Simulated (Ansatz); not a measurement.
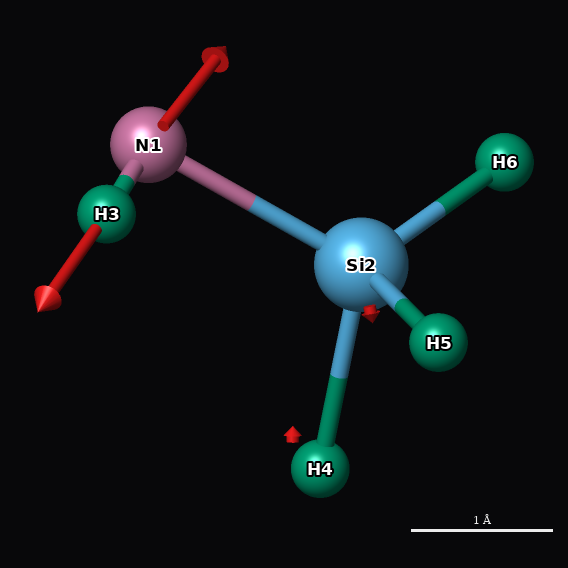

Arrows show the forces on the atoms, 0.07 Å of arrow for 1 eV/Å; forces under a tenth of the largest aren't drawn. Charge 0, doublet. Level of theory: UHF-CCSD(T) (frozen core)/def2-TZVPP (Ansatz 0.2.0).

> Along which bond is the force strongest?

N1–H3, now 0.836 Å: the forces push its atoms apart, so a first step downhill lengthens it.

List the force components in the frame of the picture (x right, y up, z towards the viewer), in eV/Å.

```
atom     Fx     Fy      Fz
  N1   6.42   8.16  −10.99
 Si2   0.34  −1.76   −0.27
  H3  −5.95  −8.49   10.81
  H4   0.02   1.66    0.20
  H5   0.08   0.80   −0.58
  H6  −0.91  −0.38    0.82
```
